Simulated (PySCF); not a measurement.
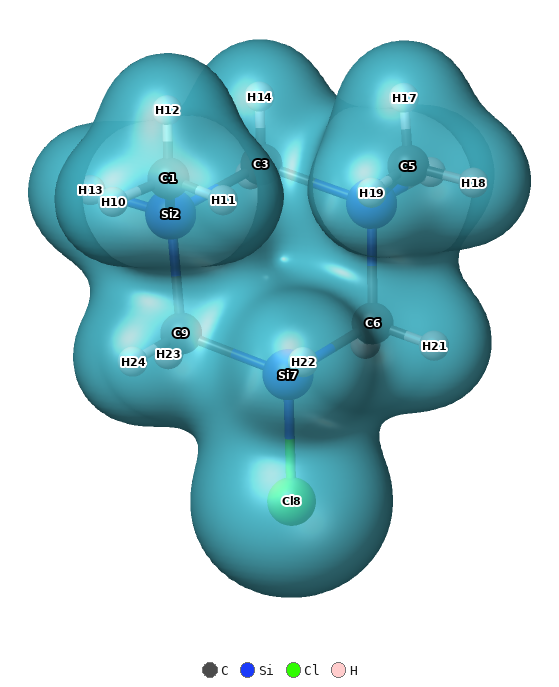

The picture shows: C$_{5}$H$_{15}$ClSi$_{3}$. Isosurface of the electron density at 0.05 e/Å³ (cyan), seen at a tilt.

Geometry: GFN2-xTB.

These are results of PBE0/pcSseg-1, SCF density, gas phase, non-relativistic in PySCF, not measurements.

```xyz
24

C     2.1586   -1.1779    0.6815
Si    1.5127   -0.3843   -0.9189
C    -0.1881   -1.0891   -1.4105
Si   -1.6858   -0.5604   -0.3578
C    -1.6603   -1.3869    1.3522
C    -1.6757    1.3350   -0.1500
Si   -0.0316    2.0472    0.4693
Cl   -0.1421    4.0844    0.4765
C     1.3708    1.5029   -0.6844
H     3.1695   -0.8463    0.8978
H     1.5412   -0.9202    1.5358
H     2.1803   -2.2603    0.6044
H     2.4842   -0.6549   -2.0016
H    -0.1297   -2.1762   -1.4199
H    -0.3848   -0.7948   -2.4405
H    -2.9320   -0.9543   -1.0510
H    -1.5871   -2.4664    1.2681
H    -2.5683   -1.1638    1.9039
H    -0.8228   -1.0452    1.9515
H    -1.9174    1.7897   -1.1105
H    -2.4782    1.6245    0.5268
H     0.2336    1.6653    1.8614
H     1.2216    1.9622   -1.6615
H     2.3196    1.8895   -0.3154
```

### Which contacts does the surface bridge?

At this value the surface is in one piece. It bridges the sampled C–Si (1.90 Å), Si–Cl (2.04 Å), C–H (1.09 Å) and Si–H (1.47 Å) contacts, where the density stays above the isovalue. On the grid the lowest density along these lines, outside the cores, is 0.78 e/Å³ (C–Si, 1.90 Å), 0.65 e/Å³ (Si–Cl, 2.04 Å), 1.8 e/Å³ (C–H, 1.09 Å) and 0.82 e/Å³ (Si–H, 1.47 Å).
